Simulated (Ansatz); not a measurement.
**CH5FOSn (SMILES FC[O][SnH3]) at PBE0/def2-SVP (core potential)**

What is the vertical singlet–triplet gap of CH5FOSn at PBE0/def2-SVP (core potential)? 

The calculation is run with Ansatz 0.2.0.

117 further runs of the same task are left out: 117 set aside as unsound or not needed. Runs told in other sessions of the task aren't counted.

## 1. The molecule

The species is CH5FOSn (9 atoms), meant as a singlet with charge 0. SMILES: `FC[O][SnH3]`. The coordinates come from a PBE0-D4/def2-TZVP relaxation. This is one conformer, not always the lowest.

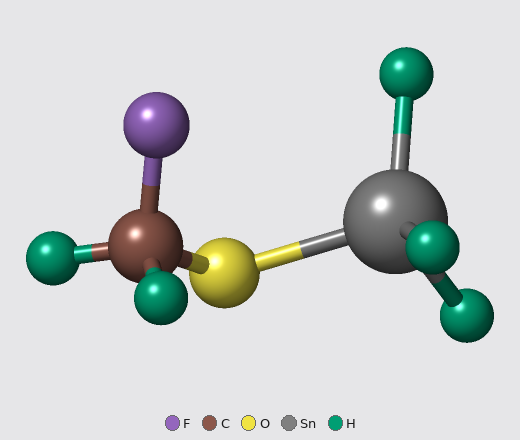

Viewed from a chosen angle; fluorine purple, carbon brown, oxygen yellow, tin grey, hydrogen teal.

## 2. A single-point energy at PBE0/def2-SVP (core potential)

Input file input.yaml:

```yaml
basis:
  gaussian:
    orbitals: def2-SVP
crystal:
  periodic: [false, false, false]
  atoms:
    - {symbol: F, position_ang: [-0.596800, 1.754200, 0.031500]}
    - {symbol: C, position_ang: [-1.291500, 0.566100, 0.277800]}
    - {symbol: O, position_ang: [-0.736000, -0.463400, -0.405000]}
    - {symbol: Sn, position_ang: [1.239300, -0.701500, -0.319700]}
    - {symbol: H, position_ang: [-1.258800, 0.434000, 1.369300]}
    - {symbol: H, position_ang: [-2.319100, 0.724600, -0.066100]}
    - {symbol: H, position_ang: [1.690100, -0.390300, 1.294800]}
    - {symbol: H, position_ang: [1.407800, -2.333100, -0.765300]}
    - {symbol: H, position_ang: [1.953500, 0.363100, -1.434400]}
hamiltonian:
  xc: pbe0
accuracy: high
output:
  orbitals: {seedname: orbitals}
```

Command:

```bash
$ ansatz run input.yaml --threads 1 --pin off --max-ram 3480MiB --events-out events.jsonl --progress --plain --runs-dir runs
```

The log of the run:

```text
Warning: RAYON_NUM_THREADS=1 ignored (pool sized by the plan → 1); use --threads N
Functional definition: PBE0
  name "PBE0"
  parameter a = 0.25
  parameter kappa = 0.804
  parameter beta = 0.06672455060314922
  exchange = (1 - a)*pbe_x(kappa = kappa, mu = beta*pi^2/3) + a*exact_x
  correlation = pbe_c(beta = beta)
2278 factors; integrals over basis functions are off by at most 3.5e-9 eV
mean field evaluation 1: about -11699.0077 eV, gradient 4.3e1 eV
mean field evaluation 2: about -11691.8307 eV, gradient 7.5e1 eV
mean field evaluation 4: about -11702.4097 eV, gradient 3.9e0 eV
mean field evaluation 8: about -11702.6191 eV, gradient 1.1e-1 eV
mean field evaluation 16: about -11702.6192 eV, gradient 8.0e-6 eV
mean field -11702.61915053 eV, -430.0633214618 hartree, gradient 5.7e-8 eV, S^2 0.000000; 0 other end points of the search recorded, 0 dependent functions left out
reference -11702.61915347 eV, -430.0633215699 hartree; 25, 25 occupied and 68, 68 virtual orbitals, 2278 factors
Total energy: -11702.61915347 eV, -430.0633215699 hartree
```

Run time: 11 s. Hardware: 1 thread of Arm Neoverse V1, shared host; peak memory 0.35 GiB.

## 3. The triplet

Input file job.yaml:

```yaml
crystal:
  periodic: [false, false, false]
  atoms:
    - {symbol: F, position_ang: [-0.596800, 1.754200, 0.031500]}
    - {symbol: C, position_ang: [-1.291500, 0.566100, 0.277800]}
    - {symbol: O, position_ang: [-0.736000, -0.463400, -0.405000]}
    - {symbol: Sn, position_ang: [1.239300, -0.701500, -0.319700]}
    - {symbol: H, position_ang: [-1.258800, 0.434000, 1.369300]}
    - {symbol: H, position_ang: [-2.319100, 0.724600, -0.066100]}
    - {symbol: H, position_ang: [1.690100, -0.390300, 1.294800]}
    - {symbol: H, position_ang: [1.407800, -2.333100, -0.765300]}
    - {symbol: H, position_ang: [1.953500, 0.363100, -1.434400]}
basis:
  gaussian:
    orbitals: def2-SVP
magnetization:
  spin_polarized: true
  initial_magnetization: 2
hamiltonian:
  xc: pbe0
accuracy: high
output: {orbitals: {seedname: orbitals}}
```

Command:

```bash
$ ansatz run job.yaml --threads 1 --pin off --max-ram 3480MiB --events-out events.jsonl --progress --plain --runs-dir runs
```

The log of the run (excerpt; [...] marks lines left out):

```text
Warning: RAYON_NUM_THREADS=1 ignored (pool sized by the plan → 1); use --threads N
[... 7 set-up lines as earlier in the session ...]
2278 factors; integrals over basis functions are off by at most 3.6e-9 eV
mean field evaluation 1: about -11692.5983 eV, gradient 2.9e1 eV
mean field evaluation 2: about -11676.8370 eV, gradient 6.6e1 eV
mean field evaluation 4: about -11696.1918 eV, gradient 7.8e0 eV
mean field evaluation 8: about -11696.4352 eV, gradient 4.3e-1 eV
mean field evaluation 16: about -11696.6386 eV, gradient 1.6e-2 eV
mean field evaluation 32: about -11696.6386 eV, gradient 7.5e-6 eV
mean field -11696.63859739 eV, -429.8435401879 hartree, gradient 5.1e-8 eV, S^2 2.005731; 6 other end points of the search recorded, 0 dependent functions left out
reference -11696.63860039 eV, -429.8435402979 hartree; 26, 24 occupied and 67, 69 virtual orbitals, 2278 factors
Total energy: -11696.63860039 eV, -429.8435402979 hartree
```

Wall time 33 s (1 thread of Arm Neoverse V1, shared host); peak memory 0.5 GiB.

## 4. Results

At PBE0/def2-SVP (core potential):

| quantity | value |
| --- | --- |
| singlet: total energy | -430.06332 Eh |
| singlet: HOMO energy | -7.84 eV |
| singlet: LUMO energy | -0.19 eV |
| singlet: HOMO–LUMO gap | 7.66 eV |
| triplet: total energy | -429.84354 Eh |
| triplet: HOMO energy (highest over α and β) | -2.25 eV |
| triplet: ⟨S²⟩ | 2.006 |
| vertical energy of the triplet above the singlet | 5.981 eV |

At this shape the triplet lies 5.98 eV (138 kcal/mol) above the singlet.
